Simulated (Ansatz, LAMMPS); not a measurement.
# Amorphous 31Ga2O3-69TiO2 (mol %) (116 atoms) under strain: runs compared

How stiff is amorphous 31Ga2O3-69TiO2 (mol %) (116 atoms), and how do its levels respond to strain?

Computed with Ansatz 0.2.0: Kohn-Sham DFT, PBE, PAW (set soft_1), plane waves.

## 1. The cell as built

The cell holds 116 atoms: 20 Ga, 22 Ti and 74 O. Cell: a = 11.021 Å, b = 11.021 Å, c = 11.021 Å, α = 90.0°, β = 90.0°, γ = 90.0°. 116 atoms (20 Fe, 22 Ti, 74 O) placed at random at 3.92 g/cm³, melted at 5000 K for 10 ps at fixed volume with the Morse and Coulomb pair potential with partial charges (Pedone, Malavasi, Menziani, Cormack and Segre, J. Phys. Chem. B 110, 11780 (2006)). Quenched from 5000 K to 300 K at 20 K/ps and fixed volume, held 10 ps at zero pressure, then minimised at fixed cell. Then Fe was replaced by Ga and the cell scaled by 1.006 (the potential has no terms for the new elements, so the cell is a start for a DFT relaxation).

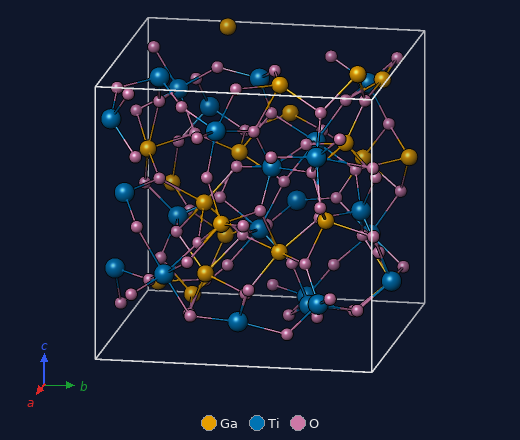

The cell as built. Bonds to atoms that aren't drawn are left out. Some periodic images of atoms are drawn too.

What the set-up can't give: The quench rate of 20 K/ps is orders of magnitude faster than experiment, which tends to freeze in extra defects. The network of bonds at the start is that of the classical potential that made the cell, and needn't be the one that DFT or experiment would give. Only the Γ point is sampled.

## 2. The reference run

The reference is a single point at the end of the relaxation.

Every strained cell starts from the geometry of this run, and its atoms are relaxed with the cell held.

Its input, with most atom lines left out:

```yaml
crystal:
  lattice:
    - [11.42065, 0.09875, 0.19633]
    - [0.09875, 10.86927, -0.29044]
    - [0.19633, -0.29044, 11.17368]
  atoms:
    - { symbol: Ga, position: [0.77079, 0.80699, 0.49771] }
    - { symbol: Ga, position: [0.60014, 0.32393, 0.23234] }
    - { symbol: Ga, position: [0.37666, 0.22235, 0.09198] }
    - { symbol: Ga, position: [0.06576, 0.80417, 0.53779] }
    - { symbol: Ga, position: [0.63609, 0.58302, 0.35179] }
    - { symbol: Ga, position: [0.13445, 0.05575, 0.03638] }
    - { symbol: Ga, position: [0.05217, 0.10164, 0.42539] }
    [... atom lines 8 to 116 left out ...]
kpoints:
  mp_grid: { grid: [1, 1, 1] }
hamiltonian:
  xc: pbe
  pseudopotentials: { kind: paw, azcp: { folder: soft_1 } }
scf:
  occupations: { method: fixed }
output:
  forces: true
  stress: true
  populations: true
  dos:
    method: { smearing: { sigma: 0.1 } }
    de: 0.1
    projected: { site_lists: { Ga: [Ga], O: [O], Ti: [Ti] } }
  eigenvalues: true
  write_density: true
  write_potential: true
  volumetric_format: npy
  elf: true
```

- free energy per atom: -1489.1257 eV/atom
- r.m.s. force component: 0.0032 eV/Å
- pressure: 0.002018 GPa

Filled and empty levels are parted by 2.70 eV (at Γ alone); a semilocal functional tends to put such gaps too low. In a disordered cell it changes from sample to sample, and tail or defect levels can set it.

## 3. The runs

Each row is one run, on 4 threads of AMD EPYC 9R14 (Zen 4), shared host. The free energy is the program's total, comparable only between runs with the same functional, potentials and atoms.

| run | atoms | outcome | ionic steps, all passes | free energy (eV) | time | host memory (GiB) |
| --- | --- | --- | --- | --- | --- | --- |
| Single point at the start | 116 | converged | - | -172730.419 | 25 s | 2.3 |
| Cell and atoms relaxed | 116 | converged | 36 | -172738.585 | 9.8 min | 2.4 |
| Single point at the relaxed geometry | 116 | converged | - | -172738.585 | 39 s | 2.5 |
| Volume -3 % | 116 | converged | 11 | -172738.188 | 3.5 min | 2.4 |
| Volume +3 % | 116 | converged | 11 | -172738.274 | 3.9 min | 2.6 |
| Volume -6 % | 116 | converged | 20 | -172737.452 | 5.8 min | 2.4 |
| Volume +6 % | 116 | converged | 15 | -172737.425 | 5.5 min | 2.6 |
| Volume -10 % | 116 | converged | 29 | -172735.496 | 8.2 min | 2.3 |
| Stretched by 1 % along x | 116 | converged | 5 | -172738.524 | 1.7 min | 2.5 |
| Compressed by 1 % along x | 116 | converged | 5 | -172738.510 | 1.7 min | 2.5 |
| Sheared by 2 % in xy | 116 | converged | 5 | -172738.514 | 1.7 min | 2.5 |

In some runs the program notes that the SCF threshold is loose for the stress.

## 4. Pressure against volume

Atoms are relaxed at each volume, in the scaled cell.

| volume change (%) | volume (Å³/atom) | energy change (meV/atom) | pressure (GPa) | largest move on relaxing (Å) | bonds | gap (eV) |
| --- | --- | --- | --- | --- | --- | --- |
| -10 | 10.750 | 26.63 | 8.63 | 1.24 | 232 | 2.85 |
| -6 | 11.228 | 9.77 | 5.68 | 1.09 | 219 | 2.73 |
| -3 | 11.586 | 3.42 | 3.08 | 0.21 | 215 | 2.76 |
| +0 | 11.944 | 0.00 | 0.00 | - | 212 | 2.70 |
| +3 | 12.303 | 2.69 | -2.32 | 0.23 | 209 | 2.61 |
| +6 | 12.661 | 10.00 | -4.03 | 0.37 | 205 | 2.57 |

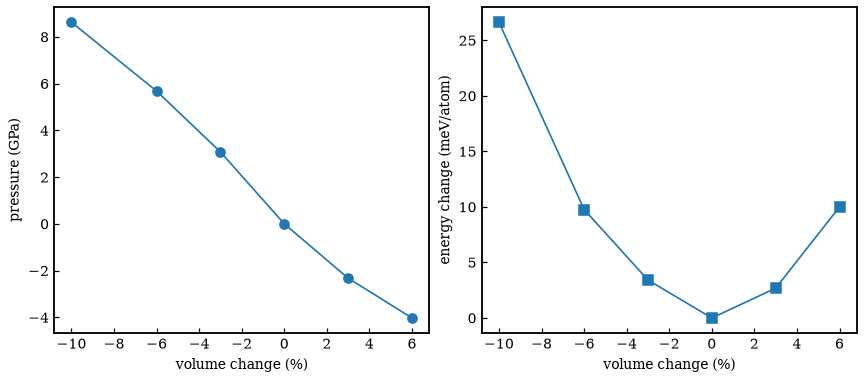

Pressure and energy against volume.

## 5. Uniaxial strain and shear

Stress (GPa, compression positive) less that of the relaxed cell, atoms relaxed:

| strain | xx | yy | zz | xy | energy change (meV/atom) |
| --- | --- | --- | --- | --- | --- |
| stretched by 1 % along x | -1.506 | -0.704 | -0.519 | -0.011 | 0.52 |
| compressed by 1 % along x | 1.613 | 0.753 | 0.573 | 0.016 | 0.65 |
| sheared by 2 % in xy | -0.025 | -0.274 | -0.072 | -0.742 | 0.62 |

## 6. Outcome

The bulk modulus, from the slope of pressure against ln V over the three points nearest the relaxed volume, is 90.1 GPa; between neighbouring points the slope runs 68, 83, 101, 79 and 59 GPa from the smallest volume up, without a steady fall, so no pressure derivative is given. The count of bonds runs from 205 to 232 over the series, so at some points contacts cross the cutoffs. At -10 % and -6 % some atom moved by over 0.5 Å on relaxing, so those points may sit in another local minimum. The gap goes from 2.85 eV at the smallest volume to 2.57 eV at the largest, -1.7 eV per unit of ln V by a straight line, not monotonically (lowest 2.57, highest 2.85 eV), on the run's k-points. In the Cartesian axes of the cell, finite differences give C11 = 156, C12 = 72.9, C13 = 54.6 and C66 = 37.1 GPa (the shear of 2 % is the engineering strain, εxy = 0.01). The mean of C11, C12 and C13, which equals the bulk modulus in a cubic or isotropic solid, is 94.5 GPa: it agrees with the bulk modulus within 10 %. For an isotropic solid C66 would equal (C11 − C12)/2 = 41.5 GPa; so small a sample needn't be isotropic, and C66 rests on one shear. With the bulk modulus and C66 as K and G, Young's modulus would be about 98 GPa and Poisson's ratio 0.32.

Caveats: Strains are finite and relaxations stop at the force tolerance of the input, which can leave moduli too stiff; they are those of a static cell at zero temperature. Volumes are changed with the cell's shape held, so in an anisotropic solid the modulus lies over the one under free hydrostatic load. The program notes that the SCF threshold of the relaxations is loose for the stress.

The DFT runs together took 43 min of wall time.

[Logs are printed without paths, hosts, clocks, repeated set-up lines and the standing remarks that a program may print on its own settings, such as how far it seeks lower states.]

[Hosts, paths, dates, database ids (printed as entryN), source tags and the programs' standing remarks are cut or masked in the printed files.]
